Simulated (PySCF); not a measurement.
C6H11FOSi

```xyz
20

F     0.5700   -1.5969   -1.3188
C    -0.1722   -0.8609   -0.4119
C    -1.5026   -0.4838   -1.0469
C    -2.3791    0.2418   -0.0315
C    -1.6030    1.2920    0.6997
C    -0.2831    1.3634    0.6944
C     0.6147    0.3887   -0.0164
O     1.6833    0.0801    0.8277
Si    3.1120   -0.6064    0.4761
H    -0.3064   -1.5035    0.4665
H    -1.3021    0.1678   -1.9000
H    -1.9959   -1.3843   -1.4153
H    -2.7800   -0.4701    0.6974
H    -3.2332    0.6987   -0.5363
H    -2.1842    2.0123    1.2575
H     0.2458    2.1266    1.2449
H     1.0058    0.8473   -0.9400
H     3.7671    0.1180   -0.6178
H     3.7507   -0.4073    1.7680
H     2.9872   -2.0129    0.0997
```

Geometry: GFN2-xTB.

Computed with PBE0/pcSseg-1, SCF density, gas phase, non-relativistic (PySCF).

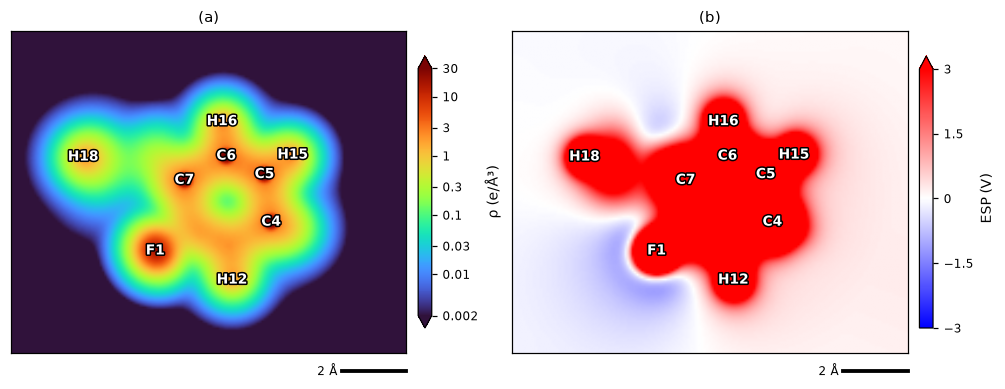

Figure 1. (a) total electron density; (b) molecular electrostatic potential on the plane of atoms C4, C5 and H15.

> Interpret the plot.

The section cuts through F, C and H sites.
C–C (1.32 Å): the density is about 2.3 e/Å³ at the midpoint.
C–H (1.08 Å): ρ is about 2 e/Å³ halfway.
C–C (1.50 Å): the density is about 1.7 e/Å³ at the midpoint.
Outside the dense part of the molecule the potential is most negative (−1.1 V) near F1.

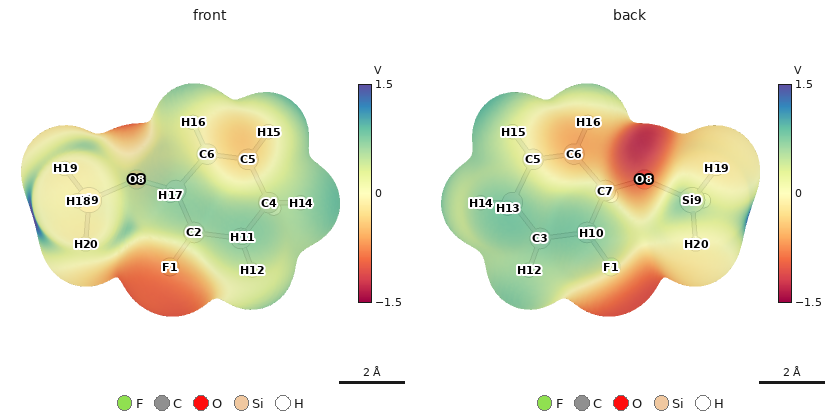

Figure 2. The molecular electrostatic potential painted on the density surface at 0.002 e/bohr³, seen from the front and from behind; the colour scale runs from red (negative) to blue (positive).

> Where is the surface potential most negative and most positive?

The most negative region (about −1.3 V) lies over O8, the most positive (about +1.4 V) over Si9. O8 is the likeliest acceptor of a hydrogen bond.
